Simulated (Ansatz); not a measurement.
# Bands, cutoff and cost in G0W0 for WSSe/WSSe (multilayer of trigonal-prismatic sheets)

How do accuracy and time trade against each other in G0W0 on WSSe/WSSe (multilayer of trigonal-prismatic sheets)?

Calculated with Ansatz 0.2.0; G0W0 on LDA, plane waves, PAW; PAW set soft_1.

### 1. The structure

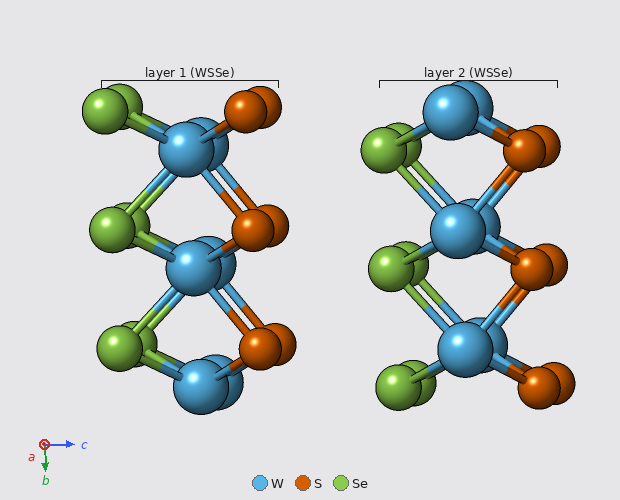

Start, viewed from the side, with the c axis across the page; tungsten blue, sulfur orange, selenium green. 2×3×1 cells are drawn.

The cell holds 6 atoms: 2 W, 2 S and 2 Se. Cell: a = 3.186 Å, b = 3.186 Å, c = 42.100 Å, α = 90.0°, β = 90.0°, γ = 120.0°. Regions: layer 1 (WSSe), 3 atoms (1 W, 1 S and 1 Se); layer 2 (WSSe), 3 atoms (1 W, 1 S and 1 Se). Vacuum lies along c.

The structure was relaxed with LDA. The runs that relaxed it are not among those shown. Spin-orbit coupling is left out unless a step names it. The Coulomb interaction is cut off across the vacuum.

### 2. 196 empty bands, screening to 38 eV

G0W0 replaces the xc potential by the self-energy, built once from these orbitals. Only a window of levels is corrected, while the sums run over the empty bands that the input names. This step takes PAW set soft_1 files.

Input file input.yaml:

```yaml
crystal:
  lattice:
    - [3.1864579694, 0.0, 0.0]
    - [-1.5932289847, 2.7595535496, 0.0]
    - [0.0, 0.0, 42.1]
  atoms:
    - { symbol: W, position: [0.3333333333, 0.6666666667, 0.4279792488] }
    - { symbol: S, position: [0.6666666667, 0.3333333333, 0.4643097238] }
    - { symbol: Se, position: [0.6666666667, 0.3333333333, 0.3876517876] }
    - { symbol: W, position: [0.6666666667, 0.3333333333, 0.576093483] }
    - { symbol: S, position: [0.3333333333, 0.6666666667, 0.6123482124] }
    - { symbol: Se, position: [0.3333333333, 0.6666666667, 0.535689296] }
  periodic: [true, true, false]
kpoints:
  mp_grid: { grid: [9, 9, 1] }
hamiltonian:
  xc: lda
  pseudopotentials: { kind: paw, azcp: { folder: soft_1 }, xc_functional: pbe }
scf:
  occupations: { method: fixed }
gw:
  n_empty_bands: 196
  ecut_chi: 38
  qp_bands: [v2, c2]
  qp_kpoints: band_edges
  screening: { model: contour_deformation }
```

Run with:

```sh
$ ansatz run input.yaml --threads 3 --pin off --max-ram 92160MiB --backend cuda --events-out ev --progress --plain --runs-dir out --devices 1 --max-vram 13GiB
```

Numbers of over 12 decimals in the logs are rounded to 6 here.

The program printed:

```text
GPUs: using 1 of 1 available (devices: 1).
Engine: ansatz 0.2.0, x86_64-unknown-linux-gnu
Pseudopotentials: kind: paw
Pseudopotential: W, paw, valence charge 14, recommended cutoff 420 eV (normal), soft_1/W.paw.azcp
Pseudopotential: S, paw, valence charge 6, recommended cutoff 420 eV (normal), soft_1/S.paw.azcp
Pseudopotential: Se, paw, valence charge 16, recommended cutoff 420 eV (normal), soft_1/Se.paw.azcp
Functional definition: SPW92
  exchange = slater_x
  correlation = pw_c
device memory: the entry about to start is reckoned to put 4.3 GiB on a device that reports 63.0 GiB free (of which the cap on the GPU budget leaves the run 13.0 GiB)
GPU FFT provider: cuFFT
GPU libraries: cuBLAS 13.8.2, cuFFT 12.4.0, cuSOLVER 12.3.4
Crystal: 6 atoms, lattice volume = 370.194 Å³
Basis set: ecut = 420 eV, 7281 PW (Γ)
Bands: 44, of which v1, the nominal top of the filled ones, is band 36 counted from 1 (35 counted from 0)
Symmetry: 6 space group operations
Space group: P3m1 (ITA 156), of the structure as read, at distance tolerance 7.2e-5 Å
k-points: 12 of 81 (time reversal used)
Non-local potential: W, projectors of the file, l = 0: 3, l = 1: 2, l = 2: 2, l = 3: 1
Non-local potential: S, projectors of the file, l = 0: 2, l = 1: 2, l = 2: 1
Non-local potential: Se, projectors of the file, l = 0: 2, l = 1: 2, l = 2: 3, l = 3: 1
PAW form: soft (Blöchl's): semilocal exchange-correlation on the pseudo side does not see the compensation charge
PAW frozen core: W, regenerated for the run's functional, and the local potential with it (the file was generated under x = pbe(κ = 0.804, μ = 0.219515), c = pbe(β = 0.066725))
PAW frozen core: S, regenerated for the run's functional, and the local potential with it (the file was generated under x = pbe(κ = 0.804, μ = 0.219515), c = pbe(β = 0.066725))
PAW frozen core: Se, regenerated for the run's functional, and the local potential with it (the file was generated under x = pbe(κ = 0.804, μ = 0.219515), c = pbe(β = 0.066725))
PAW one-centre angular grid: W, 590 points (default); XC on 64 Gauss nodes
PAW one-centre angular grid: S, 110 points (default); XC on 64 Gauss nodes
PAW one-centre angular grid: Se, 590 points (default); XC on 64 Gauss nodes
Initial density: superposition of atomic densities (neutral atoms: chi_scale 0, normalization atom)
Initial wavefunctions: pseudopotential atomic-orbital guess
GPU buffer pool allocated for 165888 grid points (all kernels)
GPU transforms: local potential and band sums: pruned to the plane-wave sphere, on 24×24×288
Functional: x = slater, c = lda
SCF iter   1: F=—  HF=-32772.266808 eV  |F-HF|=—  |Δ(HF+E_count)|=         —  Δρ=2.13e-2  dr2=3.01e0  ethr=3.10e-3  ⟨swp⟩=7.1  Hψ=2648  notcnv=0  defer=64
preconditioner: auto → Resta (q_TF=auto, 2.077 Å⁻¹)  ε∞=2.7  [insulator: Δε(μ)=1.346 eV  Ē_g=8.943 eV  n_scr=26 (ndim 8)  ℏωp=11.6 eV  f_vac=0.687  ε∞_Penn≈2.7  vacuum switching on, ρ_ref=5.8e-3 e/Å³]
SCF iter   2: F=—  HF=-32771.609934 eV  |F-HF|=—  |Δ(HF+E_count)|=   6.57e-1  Δρ=1.12e-2  dr2=1.61e0  ethr=3.10e-3  ⟨swp⟩=4.6  Hψ=1082  notcnv=0  defer=64
SCF iter   3: F=—  HF=-32771.575686 eV  |F-HF|=—  |Δ(HF+E_count)|=   3.42e-2  Δρ=7.37e-3  dr2=2.00e0  ethr=2.23e-3  ⟨swp⟩=4.3  Hψ=964  notcnv=0  defer=66
SCF iter   4: F=—  HF=-32771.385498 eV  |F-HF|=—  |Δ(HF+E_count)|=   1.90e-1  Δρ=2.29e-3  dr2=1.59e-2  ethr=2.23e-3  ⟨swp⟩=3.2  Hψ=737  notcnv=0  defer=69
SCF iter   5: F=—  HF=-32771.408338 eV  |F-HF|=—  |Δ(HF+E_count)|=   2.28e-2  Δρ=1.89e-3  dr2=5.07e-2  ethr=2.20e-5  ⟨swp⟩=4.9  Hψ=1327  notcnv=0  defer=72
SCF iter   6: F=—  HF=-32771.401953 eV  |F-HF|=—  |Δ(HF+E_count)|=   6.39e-3  Δρ=8.57e-4  dr2=1.11e-2  ethr=2.20e-5  ⟨swp⟩=4.3  Hψ=937  notcnv=0  defer=72
SCF iter   7: F=—  HF=-32771.400354 eV  |F-HF|=—  |Δ(HF+E_count)|=   1.60e-3  Δρ=2.86e-4  dr2=1.11e-3  ethr=1.55e-5  ⟨swp⟩=3.4  Hψ=883  notcnv=0  defer=72
SCF iter   8: F=—  HF=-32771.400312 eV  |F-HF|=—  |Δ(HF+E_count)|=   4.20e-5  Δρ=1.72e-4  dr2=3.77e-4  ethr=1.55e-6  ⟨swp⟩=3.8  Hψ=1141  notcnv=0  defer=71
SCF iter   9: F=—  HF=-32771.400274 eV  |F-HF|=—  |Δ(HF+E_count)|=   3.84e-5  Δρ=8.02e-5  dr2=3.38e-5  ethr=5.24e-7  ⟨swp⟩=2.9  Hψ=778  notcnv=0  defer=68
SCF iter  10: F=—  HF=-32771.400275 eV  |F-HF|=—  |Δ(HF+E_count)|=   6.38e-7  Δρ=1.44e-5  dr2=6.89e-6  ethr=4.69e-8  ⟨swp⟩=3.7  Hψ=1038  notcnv=0  defer=66
SCF iter  11: F=—  HF=-32771.400274 eV  |F-HF|=—  |Δ(HF+E_count)|=   3.44e-7  Δρ=6.79e-6  dr2=8.51e-7  ethr=9.57e-9  ⟨swp⟩=2.8  Hψ=844  notcnv=0  defer=65
SCF iter  12: F=—  HF=-32771.400274 eV  |F-HF|=—  |Δ(HF+E_count)|=   5.98e-8  Δρ=5.57e-6  dr2=4.60e-7  ethr=1.18e-9  ⟨swp⟩=3.1  Hψ=870  notcnv=0  defer=65
SCF iter  13: F=-32771.400274 eV  HF=-32771.400274 eV  |F-HF|=3.02e-8  |Δ(HF+E_count)|=   3.06e-8  Δρ=1.53e-6  dr2=5.34e-8  ethr=1.39e-10  ⟨swp⟩=18.3  Hψ=3253  notcnv=0
SCF 1 converged in 13 iterations: F = -32771.400274 eV  dr2 = 5.34e-8
  greatest PAW one-centre occupation: 1.000 electrons in one spin orbital (limit 2), on the Se atom at site 2 (counted from 0), in its partial waves of l = 2
device memory: the entry about to start is reckoned to put 5.4 GiB (of the 5.5 GiB reckoned in all, the device holds 0.1 GiB already) on a device that reports 63.0 GiB free (of which the cap on the GPU budget leaves the run 12.9 GiB)
NSCF: frozen V_eff on 12 k-points
the band table was solved once the SCF had ended and its energy, with any forces and stress, was formed, with the checks that follow a solve (3305 applications of the Hamiltonian). They found nothing against the state; the energy, forces and stress were not computed again (output.eigenvalues in the input reference)
device memory: the entry about to start is reckoned to put 5.4 GiB on a device that reports 62.8 GiB free (of which the cap on the GPU budget leaves the run 13.0 GiB)
NSCF: frozen V_eff on 12 k-points
G₀W₀ screening: q 1/12
[... further progress lines ...]
device memory: the entry about to start is reckoned to put 1.3 GiB on a device that reports 52.3 GiB free (of which the cap on the GPU budget leaves the run 13.0 GiB)
NSCF: frozen V_eff on 1 k-points
SCF converged after 13 iterations
Free energy (F): -32771.400274 eV
Harris-Foulkes:  -32771.400274 eV  (|F-HF|=3.02e-8)
Internal energy: -32771.400274 eV  (E = F + TS)
E sigma→0 (E₀):  -32771.400274 eV
Fermi energy:    -5.251072 eV
--- Per-component energies (eV) ---
  E_band       = -2306.321873
  E_kinetic    = 1286.588715
  E_local      = -362372.644928  (includes V_loc(G=0)·N_el)
  E_nonlocal   = -668.183207
  E_hartree    = 180502.940284
  E_xc         = -880.981419
  E_vxc        = -814.388865  (∫ρ·V_xc dr)
  E_paw        = -21894.375973  (= ΣΔE_a)
  E_vpaw       = -743.545437  (= ΣTr[D̂ρ^β])
  E_aug_tail   = -0.000420  (compensation charges beyond the density's cutoff)
  E_ewald      = 171249.949060
  E_core_change = 5.307614  (= ΣΔE_core)
  E_smearing   = -0.000000  (= −TS)
  E_closure    = 0.000000  (closes the sum)
  Σ components = -32771.400274   (vs F -32771.400274, Δ=0.00e0)
--- Band table (eV; the first three rows and the last of 12) ---
  k-point 0: bands = [... 32 lower, -6.5854, -6.5854, -5.9528, -5.2511, -2.9028, -2.9028, -2.5995 (-2.5995°), -2.5995 (-2.5995°), ... 4 higher]
  k-point 1: bands = [... 32 lower, -6.8502, -6.6956, -5.9606, -5.4790, -3.2868, -3.0351, -2.8985, -2.5865, ... 4 higher]
  k-point 2: bands = [... 32 lower, -7.0095, -6.9799, -6.5744, -6.0576, -3.8939, -3.2732, -3.2399, -2.6699, ... 4 higher]
  k-point 11: bands = [... 32 lower, -8.2185, -7.7006, -5.9970, -5.3880, -4.1003, -3.4916, -3.0777, -2.1643, ... 4 higher]
  ° read free of the cell's end (the report's vacuum.weakly_bound_levels)
--- G₀W₀: contour deformation, 7 samples at zero and on the imaginary axis and 2 off it, 81 q-points, 196 empty bands' worth ---
  eigenvalues of the whole cell's RPA ε∞ on this k-mesh (on a slab, of 1 + 4πα/V) = 1.2508, 5.0870, 5.0870; static W/v taken at q = 0 is 0.368124
  bands read: the sum over 232 bands ends inside a degenerate multiplet in 1 slot, whose members it reads at an even weight; the widest, k=0: bands 232 to 233 (counted from 1) at 1/2 each
  gw.qp_kpoints: band_edges: 11 of 12 stored k-points solved, in 1 pass; an edge of the gap read off the rows below is read off those points alone
    valence top: of the k-points left out ik 8 came nearest to being solved in a further pass, in band 36 (counted from 1, as in the quasiparticle table): it holds the edge there only if its correction is more favourable than any solved in that band by at least 0.551 eV; those differ by 0.234 eV
    conduction bottom: of the k-points left out ik 8 came nearest to being solved in a further pass, in band 37 (counted from 1, as in the quasiparticle table): it holds the edge there only if its correction is more favourable than any solved in that band by at least 0.844 eV; those differ by 0.242 eV
    ik  band        ε_KS         Σx   Σc(E_QP)       V_xc       Z   E_QP_lin       E_QP  E_QP is
     0    35     -5.9528   -18.1978     1.4280   -17.1044  0.7528    -5.6200    -5.6182  root
     0    36     -5.2511   -18.9254     1.0395   -18.3712  0.7570    -4.7689    -4.7658  root
     0    37     -2.9028   -13.8675    -3.6451   -18.6677  0.7538    -1.7090    -1.7477  root
     0    38     -2.9028   -13.8675    -3.6451   -18.6677  0.7538    -1.7090    -1.7477  root
     1    35     -5.9606   -18.5981     1.5986   -17.3411  0.7554    -5.6208    -5.6190  root
     1    36     -5.4790   -18.9266     1.1821   -18.2053  0.7541    -5.0212    -5.0182  root
     1    37     -3.2868   -13.3199    -3.4066   -17.8298  0.7587    -2.1467    -2.1835  root
     1    38     -3.0351   -13.8925    -3.6940   -18.7339  0.7563    -1.8507    -1.8877  root
     2    35     -6.5744   -18.8187     1.7399   -17.4292  0.7518    -6.2260    -6.2240  root
     2    36     -6.0576   -18.8922     1.5664   -17.7161  0.7459    -5.6701    -5.6673  root
     2    37     -3.8939   -13.0691    -3.3161   -17.4191  0.7631    -2.8340    -2.8600  root
     2    38     -3.2732   -14.4554    -3.4551   -19.0381  0.7502    -2.1057    -2.1455  root
     3    35     -6.5747   -19.3717     2.1464   -17.5560  0.7541    -6.2462    -6.2439  root
     3    36     -6.5531   -18.5836     1.7797   -17.1405  0.7406    -6.2190    -6.2165  root
     3    37     -3.6604   -13.5383    -3.5942   -18.1970  0.7565    -2.5642    -2.5958  root
     3    38     -3.3847   -15.3949    -3.7047   -20.2918  0.7475    -2.1493    -2.1924  root
     4    35     -6.3638   -18.1212     1.7910   -16.5912  0.7499    -6.1042    -6.1028  root
     4    36     -6.2856   -18.8481     2.1578   -16.9721  0.7601    -6.0052    -6.0038  root
     4    37     -3.1810   -16.5162    -4.0803   -21.8592  0.7396    -1.8637    -1.9183  root
     4    38     -3.0455   -14.0853    -4.0348   -19.2237  0.7434    -1.8988    -1.9419  root
     5    35     -6.2533   -18.9132     1.7607   -17.5024  0.7569    -5.9054    -5.9034  root
     5    36     -5.8226   -18.9957     1.5053   -17.8935  0.7484    -5.4222    -5.4195  root
     5    37     -3.8534   -13.1702    -3.2462   -17.4648  0.7633    -2.7780    -2.8050  root
     5    38     -3.3424   -13.7167    -3.5611   -18.4119  0.7636    -2.1755    -2.2084  root
[...]
10    35     -6.3242   -18.6004     1.1288   -17.9306  0.7549    -5.8683    -5.8651  root
    10    36     -5.7118   -18.6009     1.1128   -17.9591  0.7549    -5.2439    -5.2407  root
    10    37     -3.6716   -15.4613    -3.4728   -20.0921  0.7518    -2.4768    -2.5136  root
    10    38     -3.1101   -14.7923    -3.5229   -19.4545  0.7547    -1.9356    -1.9710  root
    11    35     -5.9970   -18.5786     0.8244   -18.2555  0.7574    -5.4989    -5.4957  root
    11    36     -5.3880   -18.5652     0.8036   -18.2770  0.7576    -4.8760    -4.8727  root
    11    37     -4.1003   -15.7714    -3.2614   -20.2311  0.7572    -2.8706    -2.9020  root
    11    38     -3.4916   -15.7644    -3.2621   -20.2331  0.7565    -2.2514    -2.2850  root
```

Elapsed: 38 s, on 1 × NVIDIA H100 80GB HBM3 (shared by 6 runs) with 3 threads of AMD EPYC 7R13 (Zen 3), shared host; peak memory 1.6 GiB; 49 s of CPU time.

This step gave:

- bands summed: 232
- plane waves in the screening matrix: 217
- q-points in the mesh: 81
- G0W0 gap on the mesh: 1.669 eV
- k of the valence top: 0, 0, 0
- k of the conduction bottom: 0.1111, 0.2222, 0
- starting gap on the mesh: 1.129 eV
- Z at the valence top: 0.7570
- Z at the conduction bottom: 0.7638
- least direct G0W0 gap on the computed points: 1.971 eV

The gap on the mesh goes from 1.13 eV to 1.67 eV, a correction of +0.54 eV. Between the two edge states, bare exchange in place of the xc potential would open the gap by 4.81 eV, and correlation takes back 4.27 eV.

### 3. 492 empty bands, screening to 70 eV

Another rung: the empty bands reach about as high as the screening cutoff, so the two stay in balance.

input.yaml: that of step 2 with these lines changed.

```diff
@@ -20,5 +20,6 @@
   occupations: { method: fixed }
+  convergence: { dr2_threshold: 1.0e-10 }
 gw:
-  n_empty_bands: 196
-  ecut_chi: 38
+  n_empty_bands: 492
+  ecut_chi: 70.0
   qp_bands: [v2, c2]
```

The program printed:

```text
GPUs: using 1 of 1 available (devices: 1).
[...]
GPU FFT provider: cuFFT
GPU libraries: cuBLAS 13.8.2, cuFFT 12.4.0, cuSOLVER 12.3.4
Crystal: 6 atoms, lattice volume = 370.194 Å³
Basis set: ecut = 420 eV, 7281 PW (Γ)
Bands: 44, of which v1, the nominal top of the filled ones, is band 36 counted from 1 (35 counted from 0)
[... 1 set-up line as in the run before ...]
[...]
k-points: 12 of 81 (time reversal used)
[...]
GPU buffer pool allocated for 165888 grid points (all kernels)
[...]
SCF iter   1: F=—  HF=-32772.266808 eV  |F-HF|=—  |Δ(HF+E_count)|=         —  Δρ=2.13e-2  dr2=3.01e0  ethr=3.10e-3  ⟨swp⟩=7.1  Hψ=2648  notcnv=0  defer=64
[...]
SCF iter  18: F=-32771.400274 eV  HF=-32771.400274 eV  |F-HF|=3.64e-11  |Δ(HF+E_count)|=  1.31e-10  Δρ=4.07e-8  dr2=1.97e-11  ethr=1.00e-12  ⟨swp⟩=18.7  Hψ=2702  notcnv=0
SCF 1 converged in 18 iterations: F = -32771.400274 eV  dr2 = 1.97e-11
[...]
NSCF: frozen V_eff on 12 k-points
[...]
G₀W₀ screening: q 1/12
[... further progress lines ...]
[...]
SCF converged after 18 iterations
Free energy (F): -32771.400274 eV
[...]
Internal energy: -32771.400274 eV  (E = F + TS)
E sigma→0 (E₀):  -32771.400274 eV
Fermi energy:    -5.250675 eV
[...]
--- Band table (eV; the first three rows and the last of 12) ---
  k-point 0: bands = [... 32 lower, -6.5849, -6.5849, -5.9524, -5.2507, -2.9025, -2.9025, -2.5993 (-2.5993°), -2.5993 (-2.5993°), ... 4 higher]
  k-point 1: bands = [... 32 lower, -6.8498, -6.6952, -5.9602, -5.4786, -3.2866, -3.0348, -2.8983, -2.5861, ... 4 higher]
  k-point 2: bands = [... 32 lower, -7.0091, -6.9796, -6.5741, -6.0572, -3.8936, -3.2729, -3.2395, -2.6696, ... 4 higher]
  k-point 11: bands = [... 32 lower, -8.2182, -7.7002, -5.9967, -5.3876, -4.1001, -3.4912, -3.0774, -2.1639, ... 4 higher]
  ° read free of the cell's end (the report's vacuum.weakly_bound_levels)
[...]
0    35     -5.9524   -18.1979     1.1257   -17.1044  0.7457    -5.9201    -5.9201  root
     0    36     -5.2507   -18.9253     0.7038   -18.3711  0.7493    -5.1014    -5.1011  root
     0    37     -2.9025   -13.8675    -3.9806   -18.6677  0.7456    -2.0656    -2.0830  root
     0    38     -2.9025   -13.8675    -3.9806   -18.6677  0.7456    -2.0656    -2.0830  root
     1    35     -5.9602   -18.5981     1.2792   -17.3411  0.7479    -5.9380    -5.9380  root
     1    36     -5.4786   -18.9265     0.8548   -18.2052  0.7465    -5.3454    -5.3451  root
     1    37     -3.2866   -13.3199    -3.7199   -17.8298  0.7519    -2.4800    -2.4966  root
     1    38     -3.0348   -13.8925    -4.0155   -18.7339  0.7486    -2.1919    -2.2088  root
[...]
11    35     -5.9967   -18.5786     0.4978   -18.2555  0.7505    -5.8225    -5.8221  root
    11    36     -5.3876   -18.5652     0.4714   -18.2769  0.7507    -5.2049    -5.2045  root
    11    37     -4.1001   -15.7714    -3.6162   -20.2311  0.7491    -3.2418    -3.2566  root
    11    38     -3.4912   -15.7644    -3.6199   -20.2332  0.7484    -2.6275    -2.6423  root
```

The job ended after 76 s (1 × NVIDIA H100 80GB HBM3 (shared by 6 runs) with 3 threads; peak memory 2.6 GiB; 2.2 min of CPU time).

Numbers from this step:

| Item | Value |
| --- | --- |
| bands summed | 528 |
| plane waves in the screening matrix | 489 |
| q-points in the mesh | 81 |
| G0W0 gap on the mesh | 1.714 eV |
| k of the valence top | 0, 0, 0 |
| k of the conduction bottom | 0.1111, 0.2222, 0 |
| starting gap on the mesh | 1.129 eV |
| Z at the valence top | 0.7493 |
| Z at the conduction bottom | 0.7573 |
| least direct G0W0 gap on the computed points | 1.948 eV |

Against the run with 9×9×1 mesh, 196 empty bands, screening to 38 eV, PAW set soft_1 files, the gap moves by +0.04 eV.

### 4. The runs together

Times are wall times on 1 × NVIDIA H100 80GB HBM3 (shared by 6 runs) with 3 threads of AMD EPYC 7R13 (Zen 3), shared host, good to a factor of about two.

| mesh | files | frequency | bands summed | cutoff (eV) | start (eV) | G0W0 (eV) | time | host memory (GiB) |
| --- | --- | --- | --- | --- | --- | --- | --- | --- |
| 9×9×1 | PAW set soft_1 | contour deformation | 232 | 38 | 1.129 | 1.669 | 38 s | 1.6 |
| 9×9×1 | PAW set soft_1 | contour deformation | 528 | 70 | 1.129 | 1.714 | 76 s | 2.6 |

The parts of the quasiparticle energy at the two band edges (eV; QP = start + Σx + Σc − Vxc):

```csv
run,edge,start,Σx,Σc,Vxc,Z,QP
232 bands,valence top,-5.25,-18.93,1.04,-18.37,0.76,-4.77
232 bands,conduction bottom,-4.12,-13.30,-3.23,-17.55,0.76,-3.10
528 bands,valence top,-5.25,-18.93,0.70,-18.37,0.75,-5.10
528 bands,conduction bottom,-4.12,-13.30,-3.52,-17.55,0.76,-3.39
```

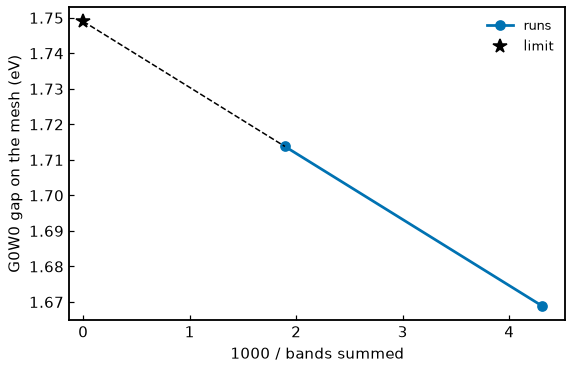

The gap against one over the number of bands; the dashed line carries the two highest rungs to the limit.

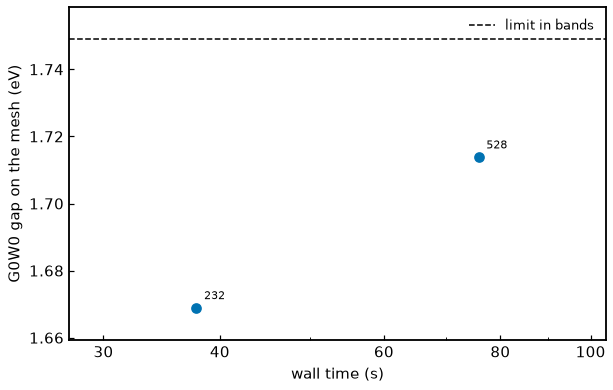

Result against wall time.

### 5. Results

```json
{"232 bands, 38 eV": "1.669 eV", "528 bands, 70 eV": "1.714 eV", "estimated limit in bands and cutoff": "1.75 eV", "mesh and start": "9×9×1, LDA"}
```

**Reading.** A line in one over the bands through the two rungs gives 1.75 eV, +0.04 eV from the top rung; with two points alone it is an unchecked estimate. The rungs stand 0.08 eV (232 bands) and 0.04 eV (528 bands) from it. From 232 to 528 bands the gap moves by +0.04 eV while the time grows 2.0-fold. Σc changes by −0.34 eV at the valence top and −0.29 eV at the conduction bottom, so the levels themselves move more than the gap between them. The 9×9×1 mesh misses a band edge: over a band path and its finer mesh (run apart) the LDA gap is 1.04 eV, so the G0W0 gap over the zone may lie about 0.09 eV below its value on the mesh. The mesh in the plane is coarse for a sheet; gap and any exciton binding can still move on denser ones. The many-body steps are scalar-relativistic: spin-orbit coupling is not in them.

[Paths, hosts, dates, memory and timing lines, banners, echoed tables and standing remarks are left out of the program output.]

[Logs are printed without paths, hosts, clocks, repeated set-up lines and the standing remarks that a program may print on its own settings, such as how far it seeks lower states.]

[Runs of the session that timed out or met a known fault of the program may be left out.]

[Cells called generated may have been cut or substituted from an entry of the Crystallography Open Database or the Materials Project.]

[Hosts, paths, dates, database ids (printed as entryN), source tags and the programs' standing remarks are cut or masked in the printed files.]
